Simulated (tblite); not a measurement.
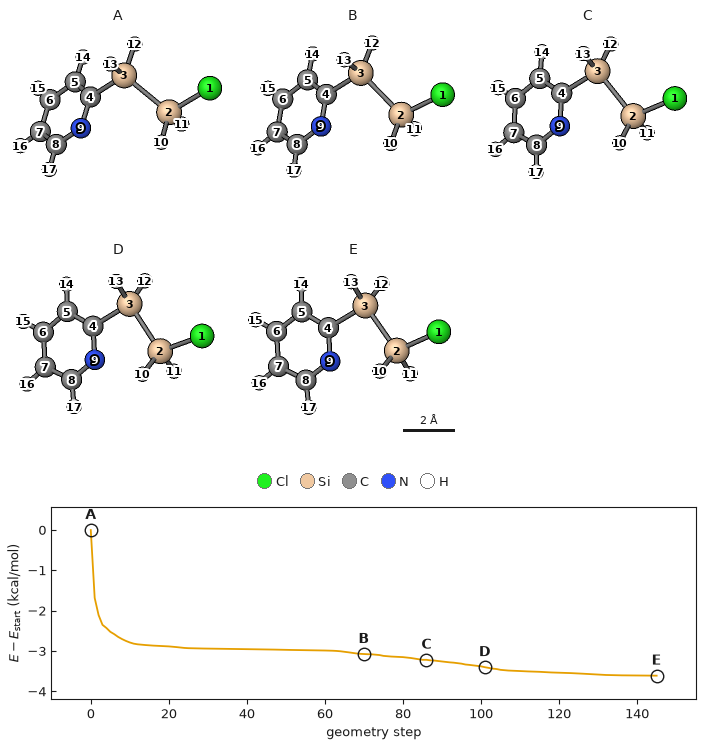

Frames of a relaxation of C₅H₈ClNSi₂, marked on the history of the run. The picture is a ball-and-stick view, seen from a free direction.

These are results of tblite, GFN2-xTB geometry optimisation, gas phase, not measurements. 

**What happens along the run?**

The energy falls by 3.61 kcal/mol in 145 geometry steps. H17 moves most after the best rigid fit: 1.19 Å. Largest moves by element: H 1.19 Å, N 0.79 Å, C 0.71 Å, Cl 0.54 Å, Si 0.46 Å. Near-neighbour distances that change, for instance: C4–N9 1.365 → 1.333 Å, C8–N9 1.349 → 1.320 Å, Si2–H10 1.493 → 1.464 Å, Cl1–Si2 2.069 → 2.041 Å. Among the angles between lasting bonds that change: Si2–Si3–H12 110.5° → 117.1°, Si2–Si3–C4 107.9° → 102.4°, Si2–Si3–H13 113.0° → 117.0°. Groups turn about Si3–C4 by about 50°. From step 0 to 70: H17 moves most (0.38 Å), energy −3.07 kcal/mol. From step 70 to 86: H17 moves most (0.35 Å), energy −0.14 kcal/mol. From step 86 to 101: H17 moves most (0.40 Å), energy −0.18 kcal/mol. From step 101 to 145: H10 moves most (0.24 Å), energy −0.21 kcal/mol.

```
step  E − E(0), kcal/mol
   0                0.00
   1               -1.68
   2               -2.11
   3               -2.35
   4               -2.43
   5               -2.52
   6               -2.58
   7               -2.65
   8               -2.70
   9               -2.75
  10               -2.79
  17               -2.87
  24               -2.92
  31               -2.94
  38               -2.95
  46               -2.96
  53               -2.97
  60               -2.99
  67               -3.04
  74               -3.10
  81               -3.16
  88               -3.23
  95               -3.31
 102               -3.42
 109               -3.49
 117               -3.53
 124               -3.55
 131               -3.59
 138               -3.60
 145               -3.61
```
